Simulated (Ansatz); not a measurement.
# Mg(0001) with 2 thermally displaced layers, 2x2: scattering by thermal displacements, part 2 of 2

How much do lattice vibrations at 300 K scatter the electrons of Mg? Layers with random displacements are laid between perfect leads, and the resistance is followed against their length.

Ansatz 0.2.0; Ansatz plane-wave DFT, PBE, PAW files; ballistic transport by layer matching (Landauer), zero bias; PAW set soft_1.

So far, open channels per spin nearest the Fermi level: step 2 (with 2 displaced layers) 3.77.

### 3. With 6 displaced layers

Each atom of 6 layers is moved at random, by amounts drawn from a normal law 0.1085 Å wide in each direction from the Debye model (400 K) at 300 K. A fresh draw is used; the growth of the resistance with length is what counts.

System of this step: Mg(0001) with 6 thermally displaced layers, 2x2. The cell holds 64 atoms: 64 Mg. Cell: a = 6.419 Å, b = 6.419 Å, c = 41.683 Å, α = 90.0°, β = 90.0°, γ = 120.0°. It derives from Mg. Regions: lead, 40 atoms (40 Mg); scattering region, 24 atoms (24 Mg). The structure is stacked along c, and the current runs across the ab planes.

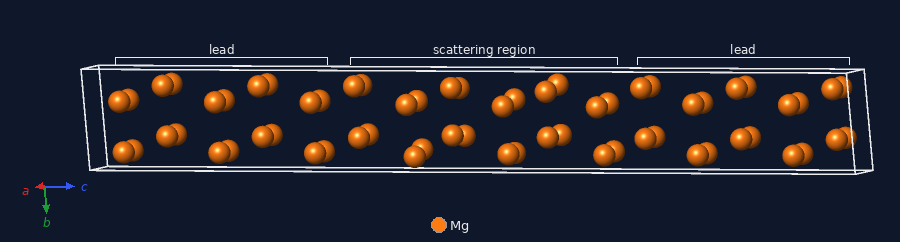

The cell of this step (magnesium orange).

input.yaml

```yaml
crystal:
  lattice:
    - [6.41854, 0.0, 0.0]
    - [-3.20927, 5.5586186952, 0.0]
    - [0.0, 0.0, 41.68264]
  atoms:
    - { symbol: Mg, position: [0.1666666667, 0.3333333333, 0.03125] }
    - { symbol: Mg, position: [0.1666666667, 0.8333333333, 0.03125] }
    - { symbol: Mg, position: [0.6666666667, 0.3333333333, 0.03125] }
    - { symbol: Mg, position: [0.6666666667, 0.8333333333, 0.03125] }
    - { symbol: Mg, position: [0.3333333333, 0.1666666667, 0.09375] }
    - { symbol: Mg, position: [0.3333333333, 0.6666666667, 0.09375] }
    - { symbol: Mg, position: [0.8333333333, 0.1666666667, 0.09375] }
    - { symbol: Mg, position: [0.8333333333, 0.6666666667, 0.09375] }
    - { symbol: Mg, position: [0.1666666667, 0.3333333333, 0.15625] }
    - { symbol: Mg, position: [0.1666666667, 0.8333333333, 0.15625] }
    - { symbol: Mg, position: [0.6666666667, 0.3333333333, 0.15625] }
    - { symbol: Mg, position: [0.6666666667, 0.8333333333, 0.15625] }
    - { symbol: Mg, position: [0.3333333333, 0.1666666667, 0.21875] }
    - { symbol: Mg, position: [0.3333333333, 0.6666666667, 0.21875] }
    - { symbol: Mg, position: [0.8333333333, 0.1666666667, 0.21875] }
    - { symbol: Mg, position: [0.8333333333, 0.6666666667, 0.21875] }
    - { symbol: Mg, position: [0.1666666667, 0.3333333333, 0.28125] }
    - { symbol: Mg, position: [0.1666666667, 0.8333333333, 0.28125] }
    - { symbol: Mg, position: [0.6666666667, 0.3333333333, 0.28125] }
    - { symbol: Mg, position: [0.6666666667, 0.8333333333, 0.28125] }
    - { symbol: Mg, position: [0.3495226592, 0.1685016472, 0.3418147415] }
    - { symbol: Mg, position: [0.3132858562, 0.657732538, 0.3443231472] }
    - { symbol: Mg, position: [0.8142258234, 0.16258387, 0.3433355523] }
    - { symbol: Mg, position: [0.8445704468, 0.6708564941, 0.3446750017] }
    - { symbol: Mg, position: [0.1543497221, 0.3308034676, 0.4082906143] }
    - { symbol: Mg, position: [0.1796233802, 0.8087582431, 0.410190601] }
    - { symbol: Mg, position: [0.6970417321, 0.3485833721, 0.4069383531] }
    - { symbol: Mg, position: [0.6755894626, 0.8617917327, 0.4113523677] }
    - { symbol: Mg, position: [0.3766217596, 0.19233554, 0.4696802275] }
    - { symbol: Mg, position: [0.3128650137, 0.6665797286, 0.4704587424] }
    - { symbol: Mg, position: [0.8154115743, 0.1743788628, 0.4698688947] }
    - { symbol: Mg, position: [0.8335428001, 0.6435544417, 0.4670276505] }
    - { symbol: Mg, position: [0.1478729719, 0.3105005366, 0.5357774107] }
    - { symbol: Mg, position: [0.161494524, 0.8397543322, 0.53057696] }
    - { symbol: Mg, position: [0.7063186917, 0.3591048198, 0.5328985572] }
    - { symbol: Mg, position: [0.6299273347, 0.8343488617, 0.5330295708] }
    - { symbol: Mg, position: [0.3442735141, 0.1546060384, 0.598492524] }
    - { symbol: Mg, position: [0.3045573659, 0.6537546217, 0.596183847] }
    - { symbol: Mg, position: [0.8537043949, 0.2057503975, 0.5942406977] }
    - { symbol: Mg, position: [0.8189453782, 0.6592971875, 0.5909098494] }
    - { symbol: Mg, position: [0.1512217095, 0.3456380298, 0.6577627199] }
    - { symbol: Mg, position: [0.1811848885, 0.8186045484, 0.6606465876] }
    - { symbol: Mg, position: [0.6771738561, 0.3640634458, 0.6551234992] }
    - { symbol: Mg, position: [0.6566721224, 0.838208773, 0.6589347752] }
    - { symbol: Mg, position: [0.3333333333, 0.1666666667, 0.71875] }
    - { symbol: Mg, position: [0.3333333333, 0.6666666667, 0.71875] }
    - { symbol: Mg, position: [0.8333333333, 0.1666666667, 0.71875] }
    - { symbol: Mg, position: [0.8333333333, 0.6666666667, 0.71875] }
    - { symbol: Mg, position: [0.1666666667, 0.3333333333, 0.78125] }
    - { symbol: Mg, position: [0.1666666667, 0.8333333333, 0.78125] }
    - { symbol: Mg, position: [0.6666666667, 0.3333333333, 0.78125] }
    - { symbol: Mg, position: [0.6666666667, 0.8333333333, 0.78125] }
    - { symbol: Mg, position: [0.3333333333, 0.1666666667, 0.84375] }
    - { symbol: Mg, position: [0.3333333333, 0.6666666667, 0.84375] }
    - { symbol: Mg, position: [0.8333333333, 0.1666666667, 0.84375] }
    - { symbol: Mg, position: [0.8333333333, 0.6666666667, 0.84375] }
    - { symbol: Mg, position: [0.1666666667, 0.3333333333, 0.90625] }
    - { symbol: Mg, position: [0.1666666667, 0.8333333333, 0.90625] }
    - { symbol: Mg, position: [0.6666666667, 0.3333333333, 0.90625] }
    - { symbol: Mg, position: [0.6666666667, 0.8333333333, 0.90625] }
    - { symbol: Mg, position: [0.3333333333, 0.1666666667, 0.96875] }
    - { symbol: Mg, position: [0.3333333333, 0.6666666667, 0.96875] }
    - { symbol: Mg, position: [0.8333333333, 0.1666666667, 0.96875] }
    - { symbol: Mg, position: [0.8333333333, 0.6666666667, 0.96875] }
kpoints:
  mp_grid: { grid: [4, 4, 1] }
hamiltonian:
  xc: pbe
  pseudopotentials: { kind: paw, azcp: { folder: soft_1 } }
scf:
  occupations: { method: fermi_dirac, width: 0.1 }
output:
  transmission: { leads: [[0, 8]], kmesh: [8, 8], e_range: [-0.05, 0.05], de: 0.05 }
  write_potential: true
  write_density: true
  volumetric_format: npy
```

Started as:

```sh
$ ansatz run input.yaml --threads 4 --pin off --max-ram 15360MiB --backend cpu --events-out ev --progress --plain --runs-dir out
```

Numbers of over 12 decimals in the logs are rounded to 6 here.

Log:

```text
[...]
Crystal: 64 atoms, lattice volume = 1487.162 Å³
Basis set: ecut = 420 eV, 29155 PW (Γ)
Bands: 384, of which v1, the nominal top of the filled ones, is band 320 counted from 1 (319 counted from 0)
Symmetry: 1 space group operations
[...]
k-points: 10 of 16 (time reversal used)
[...]
SCF iter   1: F=—  HF=-123123.699928 eV  |F-HF|=—  |Δ(HF+E_count)|=         —  Δρ=1.35e-2  dr2=4.15e0  ethr=3.10e-3  ⟨swp⟩=8.5  Hψ=15497  notcnv=0  defer=26
[...]
SCF iter   9: F=-123123.193014 eV  HF=-123123.193014 eV  |F-HF|=1.20e-8  |Δ(HF+E_count)|=   8.86e-9  Δρ=4.88e-7  dr2=1.23e-8  ethr=1.56e-11  ⟨swp⟩=2.0  Hψ=7080  notcnv=0
SCF 1 converged in 9 iterations: F = -123123.193014 eV  dr2 = 1.23e-8
[...]
transmission: 222 of 2210 steps passed
transmission: 442 of 2210 steps passed
[...]
transmission: 2210 of 2210 steps passed
SCF converged after 9 iterations
Free energy (F): -123123.193014 eV
[...]
Internal energy: -123122.550681 eV  (E = F + TS)
E sigma→0 (E₀):  -123122.871847 eV
Entropy (-TS):   -0.642333 eV (-10.036 meV/atom)
Fermi energy:    5.512634 eV
[...]
--- Band table (eV; the first three rows and the last of 10) ---
  k-point 0: bands = [... 316 lower, 4.4019, 4.4199, 4.4409, 4.4523, 4.4710, 5.0414, 5.0531, 5.0580, ... 60 higher]
  k-point 1: bands = [... 316 lower, 4.9848, 5.0244, 5.2545, 5.2700, 5.6546, 5.6749, 5.6812, 5.6850, ... 60 higher]
  k-point 2: bands = [... 316 lower, 5.9948, 6.0305, 6.0387, 6.0734, 6.4626, 6.4925, 6.5074, 6.5691, ... 60 higher]
  k-point 9: bands = [... 316 lower, 5.9630, 6.0075, 6.0429, 6.0702, 6.4349, 6.4802, 6.4873, 6.5691, ... 60 higher]
--- Transmission ---
  basis      : 313 plane waves across, 65 finite elements along
  points     : 34, standing for a mesh of 8 x 8
[...]
channels       : 3.765625e0 a spin
[...]
junction   : crystal 0 to crystal 0, 0.70 to 37.17 Å
    transmission   : 3.477352e0 a spin
[...]
```

The job ended after 11 min (4 threads of AMD EPYC 7R13 (Zen 3), shared host; peak memory 9.6 GiB; 39 min of CPU time).

This step gave:

| Property | Result |
| --- | --- |
| free energy | -123123.1930 eV |
| energy at zero smearing | -123122.8718 eV |
| Fermi energy | 5.513 eV |
| transmission per spin nearest the Fermi level | 3.477 |
| step of the lead's potential | 7.8 meV |

Per spin. The transmission, zone mean by energy, zero at the Fermi level:

| energy (eV) | transmission, zone mean |
| --- | --- |
| -0.0500 | 3.43 |
| 0.0000 | 3.48 |
| 0.0500 | 3.43 |

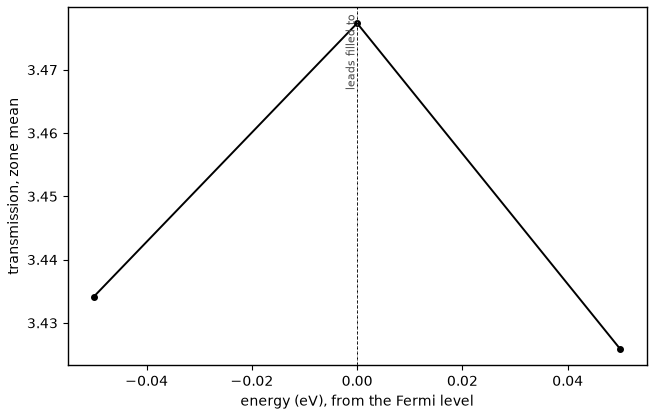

Transmission, zone mean against energy.

Over the solved energies the transmission per spin lies between 3.43 and 3.48, out of 3.77 channels of the lead on average (up to 3.77).

### 4. With 10 displaced layers

Each atom of 10 layers is moved at random, by amounts drawn from a normal law 0.1085 Å wide in each direction from the Debye model (400 K) at 300 K. A fresh draw is used; the growth of the resistance with length is what counts.

System of this step: Mg(0001) with 10 thermally displaced layers, 2x2. The cell holds 80 atoms: 80 Mg. Its edges and angles: a = 6.419 Å, b = 6.419 Å, c = 52.103 Å, α = 90.0°, β = 90.0°, γ = 120.0°. It derives from Mg. Regions: lead, 40 atoms (40 Mg); scattering region, 40 atoms (40 Mg). The structure is stacked along c, and the current runs across the ab planes.

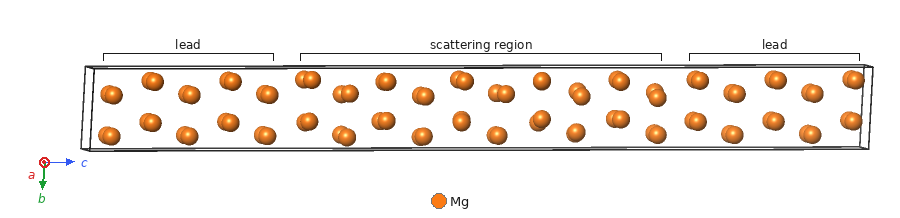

The cell of this step (magnesium orange).

input.yaml

```yaml
crystal:
  lattice:
    - [6.41854, 0.0, 0.0]
    - [-3.20927, 5.5586186952, 0.0]
    - [0.0, 0.0, 52.1033]
  atoms:
    - { symbol: Mg, position: [0.1666666667, 0.3333333333, 0.025] }
    - { symbol: Mg, position: [0.1666666667, 0.8333333333, 0.025] }
    - { symbol: Mg, position: [0.6666666667, 0.3333333333, 0.025] }
    - { symbol: Mg, position: [0.6666666667, 0.8333333333, 0.025] }
    - { symbol: Mg, position: [0.3333333333, 0.1666666667, 0.075] }
    - { symbol: Mg, position: [0.3333333333, 0.6666666667, 0.075] }
    - { symbol: Mg, position: [0.8333333333, 0.1666666667, 0.075] }
    - { symbol: Mg, position: [0.8333333333, 0.6666666667, 0.075] }
    - { symbol: Mg, position: [0.1666666667, 0.3333333333, 0.125] }
    - { symbol: Mg, position: [0.1666666667, 0.8333333333, 0.125] }
    - { symbol: Mg, position: [0.6666666667, 0.3333333333, 0.125] }
    - { symbol: Mg, position: [0.6666666667, 0.8333333333, 0.125] }
    - { symbol: Mg, position: [0.3333333333, 0.1666666667, 0.175] }
    - { symbol: Mg, position: [0.3333333333, 0.6666666667, 0.175] }
    - { symbol: Mg, position: [0.8333333333, 0.1666666667, 0.175] }
    - { symbol: Mg, position: [0.8333333333, 0.6666666667, 0.175] }
    - { symbol: Mg, position: [0.1666666667, 0.3333333333, 0.225] }
    - { symbol: Mg, position: [0.1666666667, 0.8333333333, 0.225] }
    - { symbol: Mg, position: [0.6666666667, 0.3333333333, 0.225] }
    - { symbol: Mg, position: [0.6666666667, 0.8333333333, 0.225] }
    - { symbol: Mg, position: [0.3303406369, 0.1552380132, 0.2722071451] }
    - { symbol: Mg, position: [0.3145485054, 0.6764782897, 0.2770609038] }
    - { symbol: Mg, position: [0.8200711711, 0.1456966595, 0.2768179572] }
    - { symbol: Mg, position: [0.8047311401, 0.652748636, 0.2762931608] }
    - { symbol: Mg, position: [0.1324020176, 0.3408746943, 0.323788835] }
    - { symbol: Mg, position: [0.1677750886, 0.8318557519, 0.3254208678] }
    - { symbol: Mg, position: [0.6709994972, 0.3185310815, 0.3279589459] }
    - { symbol: Mg, position: [0.6871744196, 0.8498017424, 0.327425625] }
    - { symbol: Mg, position: [0.3548839362, 0.1831418295, 0.3751574104] }
    - { symbol: Mg, position: [0.3078978783, 0.6640307868, 0.3733976207] }
    - { symbol: Mg, position: [0.8118062821, 0.1717112815, 0.3738160955] }
    - { symbol: Mg, position: [0.8057470864, 0.6463088338, 0.3755589315] }
    - { symbol: Mg, position: [0.1856356922, 0.35914574, 0.4249710251] }
    - { symbol: Mg, position: [0.1979625006, 0.8607034612, 0.4273950182] }
    - { symbol: Mg, position: [0.6386757215, 0.3573154156, 0.4257071991] }
    - { symbol: Mg, position: [0.6774528026, 0.8405791415, 0.4257970247] }
    - { symbol: Mg, position: [0.3352298338, 0.1596612117, 0.471040178] }
    - { symbol: Mg, position: [0.3236484636, 0.6509790141, 0.4772492509] }
    - { symbol: Mg, position: [0.8292668175, 0.1682959817, 0.4732308446] }
    - { symbol: Mg, position: [0.8245894568, 0.6664415584, 0.4719069667] }
    - { symbol: Mg, position: [0.1707141201, 0.3312629604, 0.5225309464] }
    - { symbol: Mg, position: [0.1311350727, 0.8433473494, 0.5243803334] }
    - { symbol: Mg, position: [0.6554029595, 0.3287239455, 0.5287824926] }
    - { symbol: Mg, position: [0.6666701942, 0.8350240128, 0.5219034315] }
    - { symbol: Mg, position: [0.3701331809, 0.1845746702, 0.5772217048] }
    - { symbol: Mg, position: [0.3430850412, 0.6845584074, 0.5757724317] }
    - { symbol: Mg, position: [0.8422131032, 0.163696086, 0.5719308868] }
    - { symbol: Mg, position: [0.8318408341, 0.6288991269, 0.574500374] }
    - { symbol: Mg, position: [0.1530319736, 0.3129782514, 0.6262767214] }
    - { symbol: Mg, position: [0.1590168769, 0.8248063121, 0.6260824792] }
    - { symbol: Mg, position: [0.672166212, 0.3604441606, 0.6257318436] }
    - { symbol: Mg, position: [0.6396741815, 0.7953841671, 0.6222768333] }
    - { symbol: Mg, position: [0.3512107524, 0.1656789505, 0.6744104417] }
    - { symbol: Mg, position: [0.3485923822, 0.6416312574, 0.6737804703] }
    - { symbol: Mg, position: [0.8310671499, 0.1781111, 0.6736183043] }
    - { symbol: Mg, position: [0.8072993394, 0.6353365332, 0.6765187422] }
    - { symbol: Mg, position: [0.1756441843, 0.3240351664, 0.7253401268] }
    - { symbol: Mg, position: [0.1402118375, 0.8241242409, 0.7278693412] }
    - { symbol: Mg, position: [0.6915084281, 0.378428199, 0.7233608092] }
    - { symbol: Mg, position: [0.6745675301, 0.8295173498, 0.7261782164] }
    - { symbol: Mg, position: [0.3333333333, 0.1666666667, 0.775] }
    - { symbol: Mg, position: [0.3333333333, 0.6666666667, 0.775] }
    - { symbol: Mg, position: [0.8333333333, 0.1666666667, 0.775] }
    - { symbol: Mg, position: [0.8333333333, 0.6666666667, 0.775] }
    - { symbol: Mg, position: [0.1666666667, 0.3333333333, 0.825] }
    - { symbol: Mg, position: [0.1666666667, 0.8333333333, 0.825] }
    - { symbol: Mg, position: [0.6666666667, 0.3333333333, 0.825] }
    - { symbol: Mg, position: [0.6666666667, 0.8333333333, 0.825] }
    - { symbol: Mg, position: [0.3333333333, 0.1666666667, 0.875] }
    - { symbol: Mg, position: [0.3333333333, 0.6666666667, 0.875] }
    - { symbol: Mg, position: [0.8333333333, 0.1666666667, 0.875] }
    - { symbol: Mg, position: [0.8333333333, 0.6666666667, 0.875] }
    - { symbol: Mg, position: [0.1666666667, 0.3333333333, 0.925] }
    - { symbol: Mg, position: [0.1666666667, 0.8333333333, 0.925] }
    - { symbol: Mg, position: [0.6666666667, 0.3333333333, 0.925] }
    - { symbol: Mg, position: [0.6666666667, 0.8333333333, 0.925] }
    - { symbol: Mg, position: [0.3333333333, 0.1666666667, 0.975] }
    - { symbol: Mg, position: [0.3333333333, 0.6666666667, 0.975] }
    - { symbol: Mg, position: [0.8333333333, 0.1666666667, 0.975] }
    - { symbol: Mg, position: [0.8333333333, 0.6666666667, 0.975] }
kpoints:
  mp_grid: { grid: [4, 4, 1] }
hamiltonian:
  xc: pbe
  pseudopotentials: { kind: paw, azcp: { folder: soft_1 } }
scf:
  occupations: { method: fermi_dirac, width: 0.1 }
output:
  transmission: { leads: [[0, 8]], kmesh: [8, 8], e_range: [-0.05, 0.05], de: 0.05 }
  write_potential: true
  write_density: true
  volumetric_format: npy
```

Log:

```text
[...]
Crystal: 80 atoms, lattice volume = 1858.953 Å³
Basis set: ecut = 420 eV, 36475 PW (Γ)
Bands: 480, of which v1, the nominal top of the filled ones, is band 400 counted from 1 (399 counted from 0)
Symmetry: 1 space group operations
[...]
k-points: 10 of 16 (time reversal used)
[...]
SCF iter   1: F=—  HF=-153904.073396 eV  |F-HF|=—  |Δ(HF+E_count)|=         —  Δρ=1.36e-2  dr2=5.42e0  ethr=3.10e-3  ⟨swp⟩=8.7  Hψ=19854  notcnv=0  defer=55
[...]
SCF iter   9: F=-153903.398048 eV  HF=-153903.398048 eV  |F-HF|=2.03e-8  |Δ(HF+E_count)|=   1.97e-8  Δρ=5.12e-7  dr2=2.23e-8  ethr=1.25e-11  ⟨swp⟩=9.9  Hψ=15344  notcnv=0
SCF 1 converged in 9 iterations: F = -153903.398048 eV  dr2 = 2.23e-8
[...]
transmission: 282 of 2788 steps passed
transmission: 558 of 2788 steps passed
[...]
transmission: 2788 of 2788 steps passed
SCF converged after 9 iterations
Free energy (F): -153903.398048 eV
[...]
Internal energy: -153902.505336 eV  (E = F + TS)
E sigma→0 (E₀):  -153902.951692 eV
Entropy (-TS):   -0.892712 eV (-11.159 meV/atom)
Fermi energy:    5.483014 eV
[...]
--- Band table (eV; the first three rows and the last of 10) ---
  k-point 0: bands = [... 396 lower, 4.4061, 4.4474, 4.4594, 4.4714, 4.4825, 5.0079, 5.0351, 5.0378, ... 76 higher]
  k-point 1: bands = [... 396 lower, 4.9811, 5.0041, 5.4028, 5.4301, 5.4662, 5.4741, 5.5484, 5.5582, ... 76 higher]
  k-point 2: bands = [... 396 lower, 6.1210, 6.1683, 6.1907, 6.2216, 6.2437, 6.2629, 6.3128, 6.3312, ... 76 higher]
  k-point 9: bands = [... 396 lower, 6.1566, 6.1635, 6.1747, 6.1854, 6.2458, 6.2734, 6.3023, 6.3345, ... 76 higher]
--- Transmission ---
  basis      : 313 plane waves across, 82 finite elements along
  points     : 34, standing for a mesh of 8 x 8
[...]
channels       : 3.765625e0 a spin
[...]
junction   : crystal 0 to crystal 0, 0.70 to 47.59 Å
    transmission   : 3.284779e0 a spin
[...]
```

Run time: 14 min. Hardware: 4 threads; peak memory 9.8 GiB; 53 min of CPU time.

This step gave:

- free energy: -153903.3980 eV
- energy at zero smearing: -153902.9517 eV
- Fermi energy: 5.483 eV
- transmission per spin nearest the Fermi level: 3.285
- step of the lead's potential: 2 meV

Per spin. Table of transmission, zone mean by energy, zero at the Fermi level:

| energy (eV) | transmission, zone mean |
| --- | --- |
| -0.0500 | 3.10 |
| 0.0000 | 3.28 |
| 0.0500 | 3.29 |

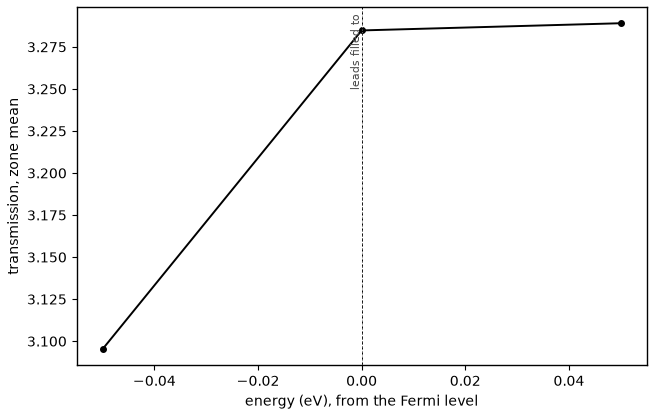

Transmission, zone mean, plotted against energy.

Over the solved energies the transmission per spin lies between 3.10 and 3.29, out of 3.70 channels of the lead on average (up to 3.77).

### 5. The fit

This step: Ansatz plane-wave DFT, PBE, PAW files; ballistic transport by layer matching (Landauer), zero bias; resistivity from the slope of the area resistance; PAW set soft_1 (Ansatz 0.2.0).

This step gave:

* resistivity: 7.461 µΩ cm
* intercept: -0.007127 fΩ m²
* scatter about the fit: 0.002838 fΩ m²

Resistance, by row:

| run | length (Å) | T | channels N | RA (fΩ m²) |
| --- | --- | --- | --- | --- |
| n2 | 5.21 | 3.646 | 3.734 | 0.02974 |
| n6 | 15.63 | 3.446 | 3.766 | 0.1135 |
| n10 | 26.05 | 3.223 | 3.703 | 0.1852 |

Table of area resistance by length of the displaced region:

| length of the displaced region (Å) | area resistance (fΩ m²) |
| --- | --- |
| 5.21 | 0.0297 |
| 15.63 | 0.114 |
| 26.05 | 0.185 |

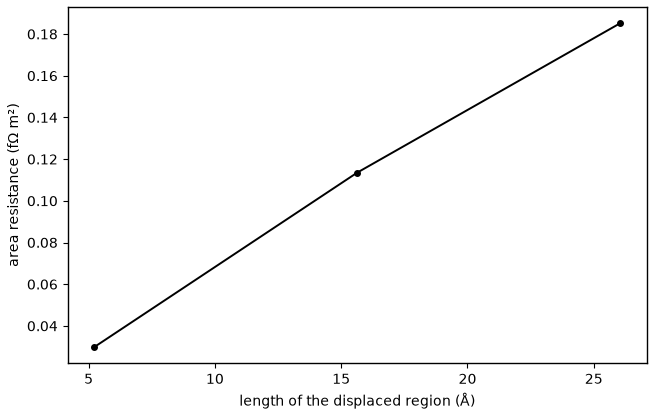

Area resistance against length of the displaced region.

The area resistance goes from 0.030 to 0.19 fΩ m² between 5.2 and 26.1 Å, a slope of 7.5 µΩ cm.

By hand from the end points: (0.1852 − 0.02974) fΩ m² / (26.05 − 5.21) Å = 7.5 µΩ cm, since 1 fΩ m² per Å is 1000 µΩ cm.

### 6. Outcome

* resistivity from the slope: 7.46 µΩ cm
* area resistance over 5.21 Å: 0.0297 fΩ m²
* area resistance over 15.6 Å: 0.114 fΩ m²
* area resistance over 26.1 Å: 0.185 fΩ m²

The slope gives 7.5 µΩ cm. The points scatter by 0.0028 fΩ m² about the line, with one random draw a length in a 2x2 cell, so the slope is a rough value. The mean square of the displacements drawn is 0.73, 0.99 and 0.93 of the nominal one at the three lengths; with each resistance scaled back by that, the slope is 7.7 µΩ cm, the value used below. The lead's own channel count moves between the runs (3.73, 3.77 and 3.70), which shifts RA and the slope too. The current runs along the hexagonal axis, while the measured value below is not for that direction. Read with a model of isotropic scattering on a spherical Fermi surface and the lead's 0.81×10¹⁵ S/m², this slope means a mean free path near 141 Å; over these lengths the model's slope is 1.17 times its bulk resistivity, which would be 6.6 µΩ cm. Uncorrelated displacements put too much weight on short waves, which scatter strongly; with the sideways repeat of a small cell, one draw and three short lengths, the method is good to a factor of two or three. The measured value is 4.51 µΩ cm (CRC Handbook of Chemistry and Physics, 84th ed., 2003, Electrical Resistivity of Pure Metals); the scaled slope is 1.7 times that and the corrected value 1.5: clearly high.

[Logs are printed without paths, hosts, clocks, repeated set-up lines and the standing remarks that a program may print on its own settings, such as how far it seeks lower states.]

[Hosts, paths, dates, database ids (printed as entryN), source tags and the programs' standing remarks are cut or masked in the printed files.]
